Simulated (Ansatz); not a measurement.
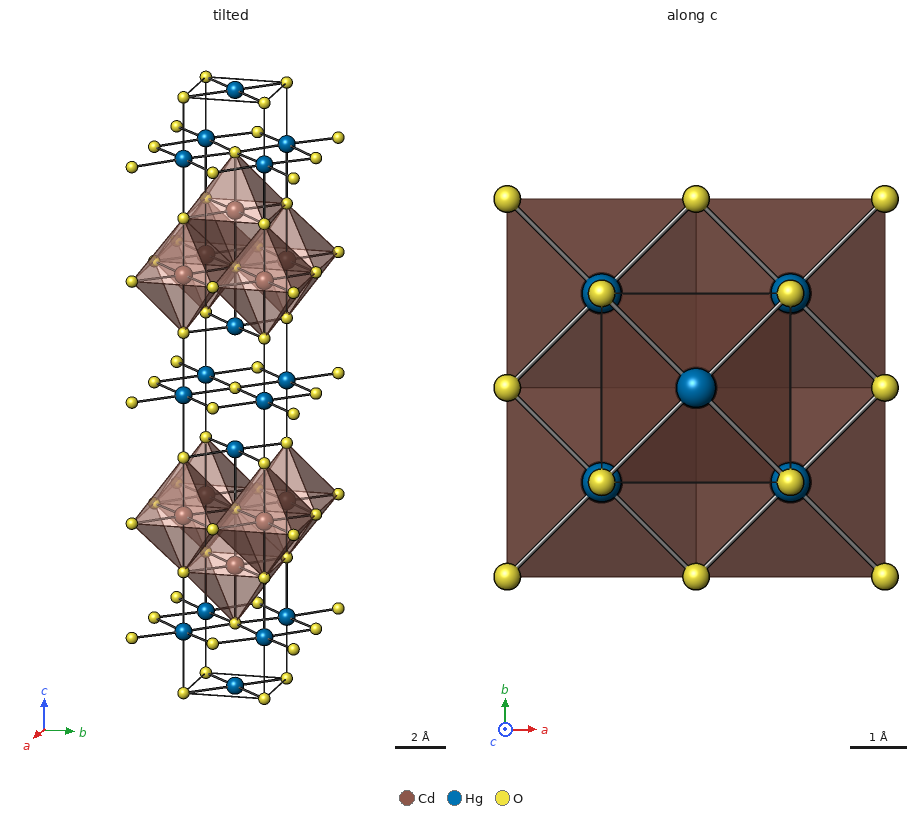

Polyhedral drawing of the structure, looking slightly off an axis and along the c axis. Atoms at the boundary of the conventional unit cell (the box) are drawn once for each face, edge or corner they touch. Some neighbours outside the box are added.

Cd2Hg3O5, space group I4/mmm (No. 139), a = 3.399 Å, b = 3.399 Å, c = 24.954 Å, α = 90.00°, β = 90.00°, γ = 90.00°. Provenance: a structure type filled with these elements by a generator (whether the compound takes this form wasn't checked). Earlier steps of the study, as a rule a relaxation of our own, may have changed the cell and positions, so they can lie some per cent off the listed ones. It was run through Ansatz as a DFT input.

This one geometry was computed with Ansatz (DFT, plane waves, PAW) at three levels of theory: LDA, PBE and r2SCAN.

Which level gives the highest pressure at this volume, and what does that say about its equilibrium volume?

Highest: PBE (0.0 GPa), which points to the largest equilibrium volume. Lowest, with the smallest volume: LDA (-10.9 GPa). Levels within 0.5 GPa of each other can't be told apart.

How does the band gap change with the level of theory?

All levels give a metal, though semilocal functionals underestimate gaps and can close a small one.

Collect the results in a table.

| level | cutoff (eV) | k-mesh of the run's cell | gap (eV) | pressure (GPa) |
| --- | --- | --- | --- | --- |
| LDA | 420 | 16×16×16 | metal | -10.9 |
| PBE | 420 | 16×16×16 | metal | 0.0 |
| r2SCAN | 500 | 16×16×16 | metal | -5.0 |

Gaps are taken on the k-mesh or band path of each run.
